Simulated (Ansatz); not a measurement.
## Electronic structure of H3N3Si (charge +1, doublet) in real space

Input

```
crystal:
  periodic: [false, false, false]
  atoms:
    - {symbol: "N", position_ang: [-2.810637, 1.342910, -1.088907]}
    - {symbol: N, position_ang: [0.415571, 0.731128, 0.550467]}
    - {symbol: "N", position_ang: [-0.502387, 1.312093, 0.308459]}
    - {symbol: Si, position_ang: [-1.905228, 2.629661, 0.175929]}
    - {symbol: H, position_ang: [-3.695358, 1.768173, -1.394393]}
    - {symbol: H, position_ang: [-2.282977, 1.143342, -1.948174]}
    - {symbol: H, position_ang: [-3.062732, 0.437582, -0.672469]}
basis:
  gaussian:
    orbitals: def2-TZVPD
total_charge: 1
magnetization:
  spin_polarized: true
  initial_magnetization: 1
hamiltonian:
  xc: pbe0
output: {forces: true, orbitals: {seedname: orbitals}}
```

Command:

```sh
ansatz run input.yaml --threads 1 --pin off --max-ram 2610MiB --events-out events.jsonl --progress --plain --runs-dir runs
```

Geometry: PBE0-D3(BJ)/def2-SVP.

Level of theory: Ansatz, isolated molecule in a Gaussian basis; Kohn-Sham density functional theory, functional PBE0.

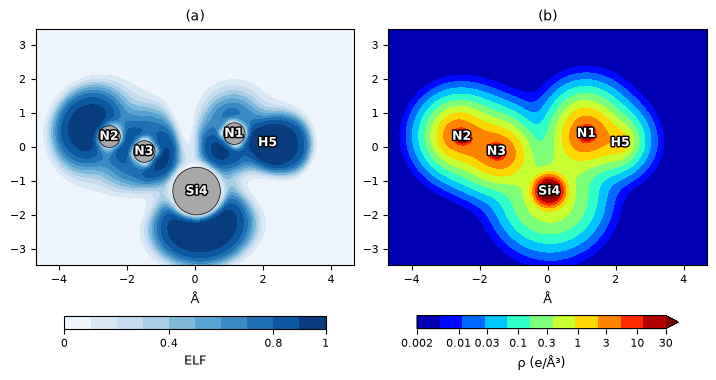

Figure 1. (a) electron localisation function; (b) total electron density on the plane of atoms N1, Si4 and N3. Grey discs cover the atomic cores in the ELF map.

What does the map show?

The section cuts through N, Si and H sites.
N–N (1.11 Å): ρ at the midpoint is about 4.5 e/Å³; the ELF peaks at about 0.85 between the atoms; a multiple bond.
Si–N (1.93 Å): the density is about 0.64 e/Å³ at the midpoint; the ELF peaks at about 0.95 between the atoms (a shared but strongly polarised pair).
N–H (1.03 Å): ρ at the midpoint is about 2.9 e/Å³; the ELF climbs to about 1 towards the hydrogen, as it does in any bond to H (a covalent bond by its length).
Si–N (2.02 Å): the density is about 0.64 e/Å³ at the midpoint; the ELF peaks at about 0.95 between the atoms (a shared but strongly polarised pair).
The ELF also peaks beside Si4 and N2, away from the bonds: non-bonding electrons, paired or unpaired.

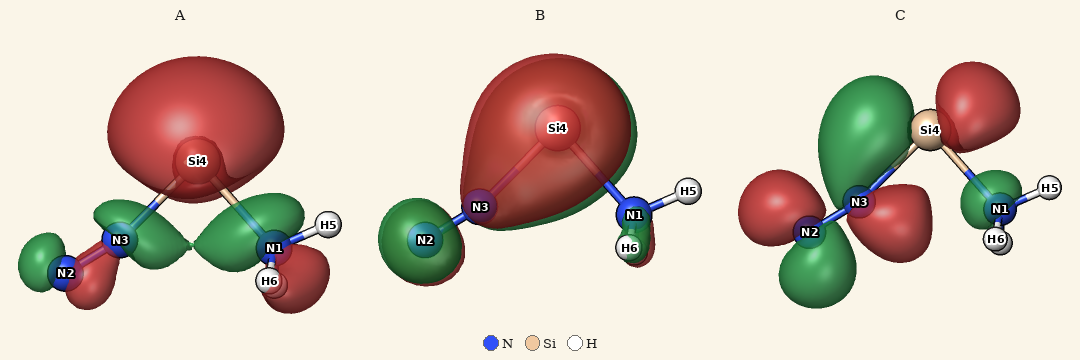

Figure 2. Three frontier orbitals at ±0.1 Å⁻³ᐟ² (green and red are the two phases), in no order.

Which picture is the HOMO−1, the HOMO and the LUMO? All are α orbitals.

A is the HOMO−1 (α) (−14.09 eV). By Hirshfeld shares it lies mainly on Si4 (about 75 %), N1 (about 15 %) and N3 (about 5 %). B is the HOMO (α) (−10.98 eV). It lies mainly on Si4 (about 70 %), N2 (about 15 %) and N3 (about 10 %). C is the LUMO (α) (−7.31 eV). It lies mainly on N2 (about 35 %), Si4 (about 30 %) and N3 (about 25 %).

What is the gap between the highest occupied and lowest empty α orbitals?

3.67 eV between the orbital energies.

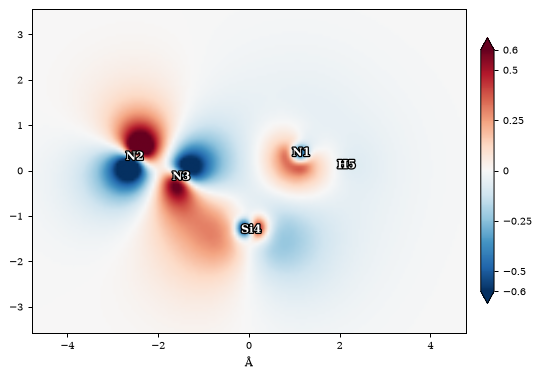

Figure 3. One frontier orbital on the plane of atoms N1, Si4 and N3 (values in Å⁻³ᐟ²; the overall sign is arbitrary).

Which orbital is it: HOMO (α) or LUMO (α)?

The LUMO (α), at −7.31 eV. By Hirshfeld shares it lies mainly on N2 (about 35 %), Si4 (about 30 %) and N3 (about 25 %).
